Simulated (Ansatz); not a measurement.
# AlClH3NSSi: shift of H8 from Al5 to N4

How high is the barrier for the shift of H8 from Al5 to N4? Relax the two ends, then run a nudged elastic band between them. SMILES of the start: S[Si]1(Cl)[NH][AlH]1.

Method: RKS PBE-D4/def2-SVP, in Ansatz 0.2.0.

**1. The starting structure**

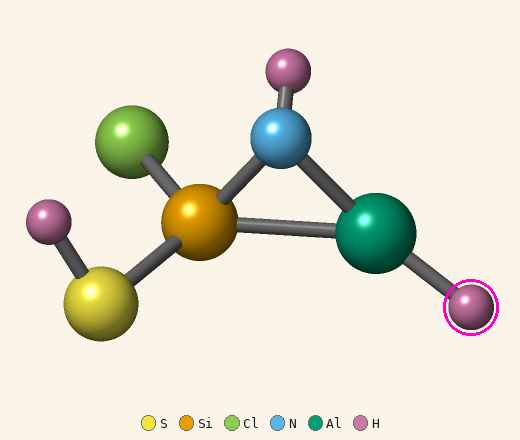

Start, viewed from a chosen angle; sulfur yellow, silicon amber, chlorine green, nitrogen blue, aluminium teal, hydrogen pink. Ringed: H8.

As a file:

```xyz
8

S    -1.9269    0.6130    1.1981
Si    0.0462    0.4456    0.5075
Cl    1.5144    0.5515    1.9560
N     0.2912   -1.0440   -0.4765
Al    0.5374    0.3261   -1.7729
H    -1.8765   -0.4768    1.9891
H     1.1777   -1.4685   -0.2555
H     0.3287    0.9960   -3.2017
```

**2. Relaxing end A**

input.yaml reads:

```yaml
crystal:
  periodic: [false, false, false]
  atoms:
    - { symbol: S, position_ang: [-1.9269, 0.613, 1.1981] }
    - { symbol: Si, position_ang: [0.0462, 0.4456, 0.5075] }
    - { symbol: Cl, position_ang: [1.5144, 0.5515, 1.956] }
    - { symbol: "N", position_ang: [0.2912, -1.044, -0.4765] }
    - { symbol: Al, position_ang: [0.5374, 0.3261, -1.7729] }
    - { symbol: H, position_ang: [-1.8765, -0.4768, 1.9891] }
    - { symbol: H, position_ang: [1.1777, -1.4685, -0.2555] }
    - { symbol: H, position_ang: [0.3287, 0.996, -3.2017] }
basis:
  gaussian: { orbitals: def2-SVP }
hamiltonian:
  xc: pbe
  dispersion: d4
relax:
  f_tol: 0.02
  max_steps: 50
```

Launch:

```
> ansatz run input.yaml --threads 2 --pin off --max-ram 3072MiB --backend cpu --events-out ev --progress --plain --runs-dir out
```

Standard output, cut to the lines that bear on the results:

```text
Warning: RAYON_NUM_THREADS=2 ignored (pool sized by the plan → 2); use --threads N
[...]
Functional definition: PBE
[...]
1135 factors; their error is unknown
[...]
mean field -39340.38891193 eV, -1445.7326266400 hartree, gradient 3.0e-5 eV, S^2 0.000000; 0 other end points of the search recorded, 0 dependent functions left out
[...]
reference -39340.38895092 eV, -1445.7326280728 hartree; 35, 35 occupied and 66, 66 virtual orbitals, 1135 factors
relax step   1: F+E_penalty+E_count = -39340.66735140 eV  Δ(F+E_penalty+E_count) = +0.000e0 eV  max|allowed force component| = 1.324e0 eV/Å  Δτ_max = 0.0000 Å  (29 SCF iters, accepted)
[...]
relax step  10: F+E_penalty+E_count = -39341.74432608 eV  Δ(F+E_penalty+E_count) = -5.160e-3 eV  max|allowed force component| = 1.246e-1 eV/Å  Δτ_max = 0.0695 Å  (28 SCF iters, accepted)
[...]
relax step  13: F+E_penalty+E_count = -39341.74770256 eV  Δ(F+E_penalty+E_count) = -1.289e-3 eV  max|allowed force component| = 3.734e-2 eV/Å  Δτ_max = 0.0301 Å  (29 SCF iters, accepted)
[...]
relax step  14: F+E_penalty+E_count = -39341.74807888 eV  Δ(F+E_penalty+E_count) = -3.763e-4 eV  max|allowed force component| = 1.575e-1 eV/Å  Δτ_max = 0.0788 Å  (28 SCF iters, accepted)
[...]
1135 factors; their error is unknown
mean field -39341.47398296 eV, -1445.7725022649 hartree, gradient 2.0e-5 eV, S^2 0.000000; 0 other end points of the search recorded, 0 dependent functions left out
[...]
reference -39341.47402274 eV, -1445.7725037268 hartree; 35, 35 occupied and 66, 66 virtual orbitals, 1135 factors
```

**3. More of the same log: end point A relaxed**

Output, continued, cut to the lines that bear on the results:

```text
relax step  15: F+E_penalty+E_count = -39341.74772602 eV  Δ(F+E_penalty+E_count) = +3.529e-4 eV  max|allowed force component| = 1.451e-1 eV/Å  Δτ_max = 0.0717 Å  (28 SCF iters, rejected (line search))
[...]
relax step  18: F+E_penalty+E_count = -39341.74979228 eV  Δ(F+E_penalty+E_count) = -1.714e-4 eV  max|allowed force component| = 8.083e-2 eV/Å  Δτ_max = 0.0375 Å  (28 SCF iters, accepted)
[...]
Atom 4 at     0.494598     0.630617    -1.791066 Å, force     0.000486    -0.003123     0.001401 eV/Å
Atom 5 at    -1.607115     0.243244     2.585715 Å, force    -0.000816    -0.001062    -0.003377 eV/Å
Atom 6 at     0.668302    -1.861236    -0.656581 Å, force    -0.001742     0.000335     0.002736 eV/Å
Atom 7 at     0.830654     0.941911    -3.319998 Å, force    -0.000098    -0.000052     0.000096 eV/Å
Dipole moment:     0.090557    -0.085523    -0.329628 e Å
```

It took 65 s on 2 threads of Arm Neoverse V1, shared host; peak memory 0.18 GiB.

Relaxation path:

```csv
step,energy from step 1 (eV),largest force component (eV/Å)
1,0.0000,1.3238
2,-0.4234,1.1013
3,-0.6627,1.5571
4,-0.8915,0.8177
5,-1.0204,0.2326
6,-1.0274,0.1942
7,-1.0405,0.8207
8,-1.0679,0.2480
9,-1.0718,0.1722
10,-1.0770,0.1246
11,-1.0791,0.0619
12x,-1.0783,0.1881
13,-1.0804,0.0373
14,-1.0807,0.1575
15x,-1.0804,0.1451
16,-1.0820,0.0187
17,-1.0823,0.0480
18,-1.0824,0.0808
19,-1.0826,0.0354
20,-1.0830,0.0298
21,-1.0831,0.0673
22,-1.0832,0.0555
23,-1.0833,0.0177
24,-1.0833,0.0084
25,-1.0834,0.0215
26,-1.0834,0.0078
```

Step 1 is the start. 2 steps were tried and not accepted (marked x).

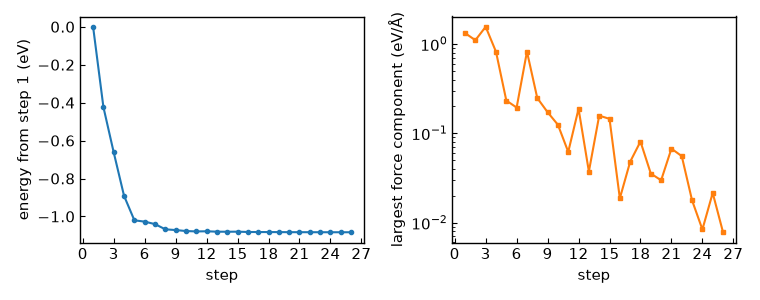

How energy and force went from step to step.

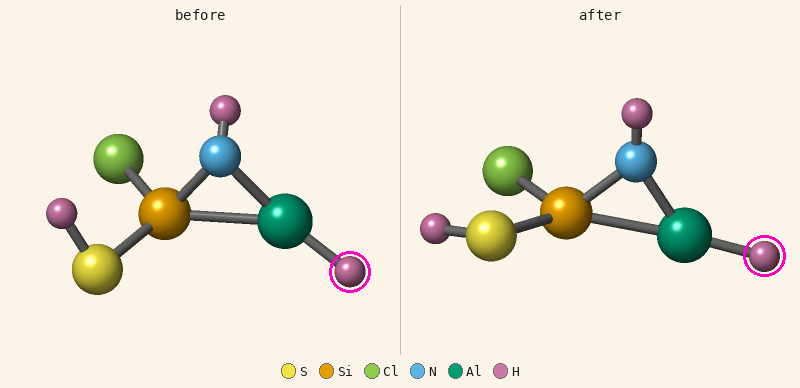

The structure before (left) and after (right), drawn at the same scale.

After: Bond lengths: S1–Si2 2.168 Å, Si2–Cl3 2.110 Å, Si2–N4 1.768 Å, Si2–Al5 2.324 Å, N4–Al5 1.818 Å, S1–H6 1.362 Å, N4–H7 1.028 Å, Al5–H8 1.596 Å. Angles: S1–Si2–Cl3 105.1°, S1–Si2–N4 113.1°, S1–Si2–Al5 129.6°, Cl3–Si2–N4 115.6°, Cl3–Si2–Al5 125.1°, N4–Si2–Al5 50.6°, Si2–S1–H6 94.1°, Si2–N4–Al5 80.8°, Si2–N4–H7 131.4°, Al5–N4–H7 147.8°, Si2–Al5–N4 48.7°, Si2–Al5–H8 175.7°, N4–Al5–H8 135.6°.

**4. End point B**

The second end starts from a geometry with the move made by hand.

Changes to input.yaml since step 2:

```diff
@@ -10,3 +10,3 @@
     - { symbol: H, position_ang: [1.1777, -1.4685, -0.2555] }
-    - { symbol: H, position_ang: [0.3287, 0.996, -3.2017] }
+    - { symbol: H, position_ang: [-0.40632, -1.60644, -1.00444] }
 basis:
```

Launch:

```
> ansatz run input.yaml --threads 2 --pin off --max-ram 3072MiB --backend cpu --events-out ev --progress --plain --runs-dir out
```

Standard output, cut to the lines that bear on the results:

```text
Warning: RAYON_NUM_THREADS=2 ignored (pool sized by the plan → 2); use --threads N
[...]
[... 1 set-up line as earlier in the session ...]
[...]
1135 factors; their error is unknown
[...]
mean field -39340.16904425 eV, -1445.7245466519 hartree, gradient 5.5e-5 eV, S^2 0.000000; 0 other end points of the search recorded, 0 dependent functions left out
[...]
reference -39340.16908104 eV, -1445.7245480040 hartree; 35, 35 occupied and 66, 66 virtual orbitals, 1135 factors
[...]
relax step  25: F+E_penalty+E_count = -39341.62985920 eV  Δ(F+E_penalty+E_count) = -1.852e-2 eV  max|allowed force component| = 5.687e-1 eV/Å  Δτ_max = 0.1364 Å  (29 SCF iters, accepted)
relax step  26: F+E_penalty+E_count = -39341.65784235 eV  Δ(F+E_penalty+E_count) = -2.798e-2 eV  max|allowed force component| = 3.640e-1 eV/Å  Δτ_max = 0.1316 Å  (30 SCF iters, accepted)
relax step  27: F+E_penalty+E_count = -39341.68053393 eV  Δ(F+E_penalty+E_count) = -2.269e-2 eV  max|allowed force component| = 4.523e-1 eV/Å  Δτ_max = 0.1697 Å  (34 SCF iters, accepted)
```

**5. More of the same log: end point B relaxed**

Output, continued, cut to the lines that bear on the results:

```text
relax step  28: F+E_penalty+E_count = -39341.70711290 eV  Δ(F+E_penalty+E_count) = -2.658e-2 eV  max|allowed force component| = 4.165e-1 eV/Å  Δτ_max = 0.1567 Å  (30 SCF iters, accepted)
[...]
relax step  30: F+E_penalty+E_count = -39341.78095664 eV  Δ(F+E_penalty+E_count) = -3.736e-2 eV  max|allowed force component| = 4.071e-1 eV/Å  Δτ_max = 0.1936 Å  (29 SCF iters, accepted)
[...]
Atom 4 at     2.067643    -0.435218    -0.522434 Å, force    -0.004067     0.001868     0.002272 eV/Å
Atom 5 at    -0.630880    -0.772025     2.287417 Å, force    -0.002987     0.001455    -0.000141 eV/Å
Atom 6 at    -0.264154    -1.643635    -0.063945 Å, force    -0.002114     0.002554     0.004128 eV/Å
Atom 7 at    -0.290013    -1.060551    -1.594169 Å, force     0.000823     0.003787    -0.002436 eV/Å
Dipole moment:     0.046813    -0.593552    -0.322860 e Å
```

Wall time 98 s (2 threads of Arm Neoverse V1, shared host); peak memory 0.18 GiB.

Relaxation path, one in 2:

```csv
step,energy from step 1 (eV),largest force component (eV/Å)
1,0.0000,2.9880
3,-1.0175,1.6337
5,-1.0981,0.0690
7,-1.1011,0.0481
9,-1.1023,0.0387
11x,-1.1014,0.2246
13,-1.1066,0.1310
15,-1.1083,0.0885
17,-1.1099,0.0179
19,-1.1105,0.0351
21,-1.1117,0.0823
23,-1.1218,0.2411
25,-1.1503,0.5687
27,-1.2010,0.4523
29,-1.2640,0.4187
31,-1.3369,0.3201
33,-1.3613,0.3187
35,-1.3665,0.0548
37,-1.3670,0.0050
```

Step 1 is the start. 2 steps were tried and not accepted (marked x).

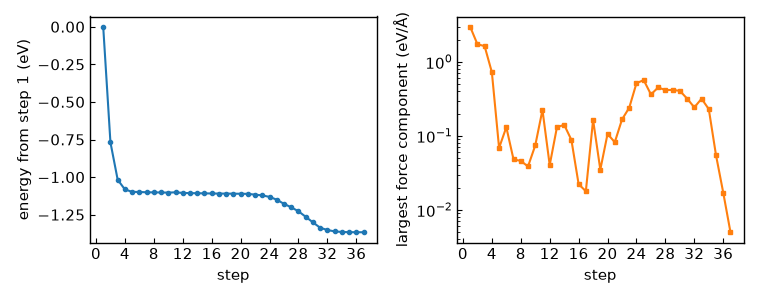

How energy and force went from step to step.

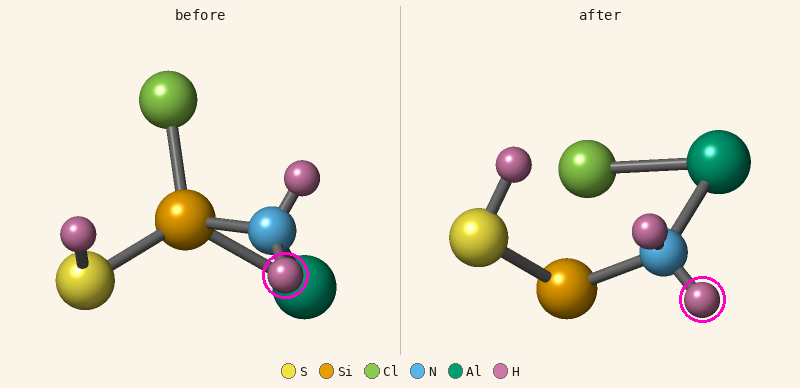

Before and after, at one scale.

After: Bond lengths: S1–Si2 2.209 Å, Si2–Cl3 2.423 Å, Si2–N4 1.946 Å, Cl3–Al5 2.438 Å, N4–Al5 2.110 Å, S1–H6 1.367 Å, N4–H7 1.035 Å, N4–H8 1.034 Å. Angles: S1–Si2–Cl3 97.4°, S1–Si2–N4 97.6°, Cl3–Si2–N4 83.0°, Si2–S1–H6 99.5°, Si2–Cl3–Al5 85.7°, Si2–N4–Al5 109.2°, Si2–N4–H7 110.3°, Si2–N4–H8 110.3°, Al5–N4–H7 111.2°, Al5–N4–H8 111.1°, H7–N4–H8 104.7°, Cl3–Al5–N4 79.5°.

Pairs that crossed the distance rule for bonds on the way: came closer Cl3–Al5; moved apart Si2–Al5.

**6. Nudged elastic band**

crystal.atoms is end A as relaxed above, and neb.final_atoms is end B, turned to lie on A. With 7 inner images the band has 9 in all. The start path is listed, through a guess of the saddle.

input.yaml reads:

```yaml
crystal:
  periodic: [false, false, false]
  atoms:
    - { symbol: S, position_ang: [-1.966468, -0.181276, 1.342607] }
    - { symbol: Si, position_ang: [-0.061104, 0.337395, 0.446626] }
    - { symbol: Cl, position_ang: [1.236815, 0.683279, 2.073912] }
    - { symbol: "N", position_ang: [0.496517, -0.851033, -0.737115] }
    - { symbol: Al, position_ang: [0.494598, 0.630617, -1.791066] }
    - { symbol: H, position_ang: [-1.607115, 0.243244, 2.585715] }
    - { symbol: H, position_ang: [0.668302, -1.861236, -0.656581] }
    - { symbol: H, position_ang: [0.830654, 0.941911, -3.319998] }
basis:
  gaussian: { orbitals: def2-SVP }
hamiltonian:
  xc: pbe
  dispersion: d4
neb:
  order_check: false
  images: 7
  f_tol: 0.05
  max_iterations: 60
  final_atoms:
    - { symbol: S, position_ang: [-1.87384329, -0.11916587, 1.3480546] }
    - { symbol: Si, position_ang: [-0.7224811, 1.22637431, 0.02697884] }
    - { symbol: Cl, position_ang: [1.33727139, 1.22642374, 1.30329914] }
    - { symbol: "N", position_ang: [0.19359899, -0.14603172, -1.0043272] }
    - { symbol: Al, position_ang: [2.24409696, -0.13528929, -0.50489442] }
    - { symbol: H, position_ang: [-0.91054365, -1.05102934, 1.61651803] }
    - { symbol: H, position_ang: [-0.23118248, -1.07245139, -0.82501934] }
    - { symbol: H, position_ang: [0.05528218, 0.01407057, -2.01650965] }
  initial_path:
    images:
      - { positions_ang: [[-1.966468, -0.181276, 1.342607], [-0.061104, 0.337395, 0.446626], [1.236815, 0.683279, 2.073912], [0.496517, -0.851033, -0.737115], [0.494598, 0.630617, -1.791066], [-1.607115, 0.243244, 2.585715], [0.668302, -1.861236, -0.656581], [0.830654, 0.941911, -3.319998]] }
      - { positions_ang: [[-1.93477248, 0.04436607, 1.29194558], [-0.01135117, 0.39747325, 0.44919258], [1.3201069, 0.58255659, 2.03415505], [0.45242615, -0.8089043, -0.75738085], [0.5416404, 0.70101604, -1.7907155], [-1.67431103, 0.05439724, 2.35964901], [0.79457986, -1.69595014, -0.66253119], [0.60388037, 0.66794625, -2.98021468]] }
      - { positions_ang: [[-1.90307696, 0.27000814, 1.24128415], [0.03840166, 0.4575515, 0.45175916], [1.4033988, 0.48183417, 1.9943981], [0.4083353, -0.7667756, -0.7776467], [0.5886828, 0.77141509, -1.79036501], [-1.74150705, -0.13444951, 2.13358302], [0.92085772, -1.53066428, -0.66848137], [0.37710674, 0.3939815, -2.64043136]] }
      - { positions_ang: [[-1.87138145, 0.49565021, 1.19062273], [0.08815449, 0.51762975, 0.45432575], [1.4866907, 0.38111176, 1.95464116], [0.36424444, -0.72464691, -0.79791255], [0.6357252, 0.84181413, -1.79001451], [-1.80870308, -0.32329627, 1.90751703], [1.04713558, -1.36537842, -0.67443156], [0.15033311, 0.12001674, -2.30064803]] }
      - { positions_ang: [[-1.83968593, 0.72129229, 1.13996131], [0.13790732, 0.577708, 0.45689233], [1.5699826, 0.28038934, 1.91488421], [0.32015359, -0.68251821, -0.8181784], [0.6827676, 0.91221318, -1.78966402], [-1.87589911, -0.51214303, 1.68145104], [1.17341344, -1.20009256, -0.68038175], [-0.07644051, -0.15394801, -1.96086471]] }
      - { positions_ang: [[-1.84822527, 0.51117775, 1.19198463], [-0.07718978, 0.73987457, 0.34941396], [1.51180479, 0.51689794, 1.76198794], [0.28851494, -0.54839659, -0.8647156], [1.07309994, 0.65033756, -1.46847162], [-1.63456024, -0.64686461, 1.66521779], [0.82226446, -1.16818226, -0.71654115], [-0.04350984, -0.11194336, -1.97477595]] }
      - { positions_ang: [[-1.85676461, 0.30106321, 1.24400795], [-0.29228689, 0.90204115, 0.24193558], [1.45362699, 0.75340654, 1.60909168], [0.25687629, -0.41427496, -0.9112528], [1.46343228, 0.38846194, -1.14727922], [-1.39322138, -0.78158618, 1.64898453], [0.47111548, -1.13627197, -0.75270054], [-0.01057917, -0.06993872, -1.98868718]] }
      - { positions_ang: [[-1.86530395, 0.09094867, 1.29603127], [-0.50738399, 1.06420773, 0.13445721], [1.39544919, 0.98991514, 1.45619541], [0.22523764, -0.28015334, -0.95779], [1.85376462, 0.12658633, -0.82608682], [-1.15188252, -0.91630776, 1.63275128], [0.1199665, -1.10436168, -0.78885994], [0.02235151, -0.02793408, -2.00259841]] }
      - { positions_ang: [[-1.87384329, -0.11916587, 1.3480546], [-0.7224811, 1.22637431, 0.02697884], [1.33727139, 1.22642374, 1.30329914], [0.19359899, -0.14603172, -1.0043272], [2.24409696, -0.13528929, -0.50489442], [-0.91054365, -1.05102934, 1.61651803], [-0.23118248, -1.07245139, -0.82501934], [0.05528218, 0.01407057, -2.01650965]] }
```

Launch:

```
> ansatz run input.yaml --threads 2 --pin off --max-ram 3072MiB --backend cpu --events-out ev --progress --plain --runs-dir out
```

Standard output, cut to the lines that bear on the results:

```text
Warning: RAYON_NUM_THREADS=2 ignored (pool sized by the plan → 2); use --threads N
[...]
[... 1 set-up line as earlier in the session ...]
[...]
1135 factors; their error is unknown
[...]
mean field -39341.47652567 eV, -1445.7725957078 hartree, gradient 3.8e-5 eV, S^2 0.000000; 0 other end points of the search recorded, 0 dependent functions left out
[...]
reference -39341.47656519 eV, -1445.7725971600 hartree; 35, 35 occupied and 66, 66 virtual orbitals, 1135 factors
[...]
Atom 4 at     0.302965     1.183448    -1.765610 Å, force    -0.006005     0.013980    -0.004403 eV/Å
Atom 5 at    -2.245325    -0.235249     0.873914 Å, force    -0.003254     0.006418    -0.001045 eV/Å
Atom 6 at     0.505482    -1.692777    -0.708162 Å, force    -0.001663    -0.001609    -0.015565 eV/Å
Atom 7 at     0.769212    -0.372172    -2.065165 Å, force     0.005352    -0.010704    -0.000417 eV/Å
Dipole moment:    -0.152593    -0.217876    -0.406984 e Å
this run last wrote the band of iteration 24 to <dir>
```

Run time: 5.8 min. Hardware: 2 threads of Arm Neoverse V1, shared host; peak memory 0.15 GiB.

(Part 1 of 2 ends here.)
